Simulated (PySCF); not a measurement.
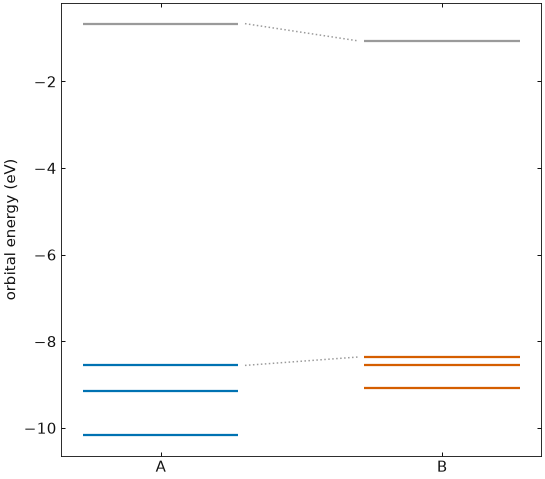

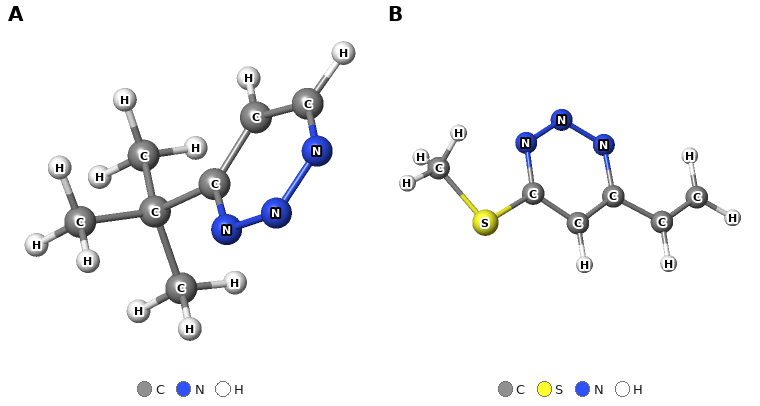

Related molecules: A is C₇H₁₁N₃, SMILES CC(C)(C)c1ccnnn1; B is C₆H₇N₃S, SMILES C=Cc1cc(SC)nnn1. Frontier orbital energies, CAM-B3LYP/def2-SVPD with PySCF 2.14.0, at a PBE0-D3(BJ)/def2-SVP geometry (no frequency check); drawn are at most three filled levels and, in grey, the LUMO with any level within 0.03 eV of it; dotted lines join the HOMOs and the LUMOs.

What does the change do to the frontier levels?

From A to B the HOMO rises by 0.19 eV and the LUMO falls by 0.40 eV, so the separation goes from 7.89 to 7.30 eV.

Does the ΔSCF ionisation energy follow the HOMO?

A: −ε(HOMO) 8.56, ΔSCF 9.29 eV; B: −ε(HOMO) 8.36, ΔSCF 9.01 eV.

Limits of at least one run: one conformer of a flexible molecule.
